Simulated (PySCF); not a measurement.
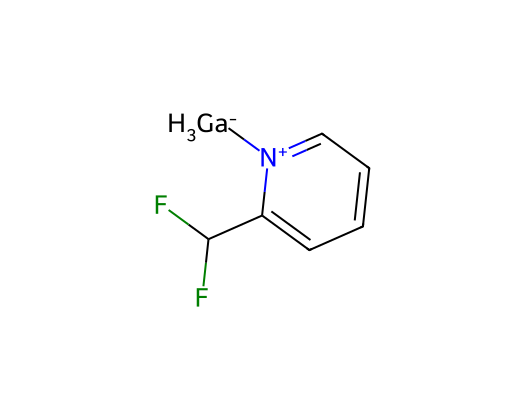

Structural formula above. The computed structure is the end point of a PBE0-D3(BJ)/def2-SVP optimisation. No frequency run is at hand to confirm it as a minimum.

Describe the 3D structure.

It has 18 atoms: 6 carbon, 8 hydrogen, 2 fluorine, 1 gallium and 1 nitrogen (C₆H₈F₂GaN). As SMILES it reads `FC(F)c1cccc[n+]1[GaH3-]`. Among its groups: C–F bond. The point group is C1. Coordination, clear cases only: 1 C tetrahedral; 5 C trigonal planar; 1 N trigonal planar.

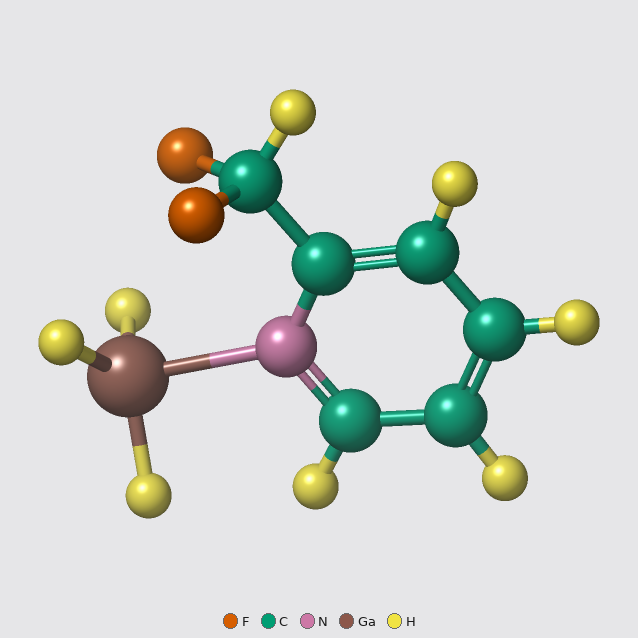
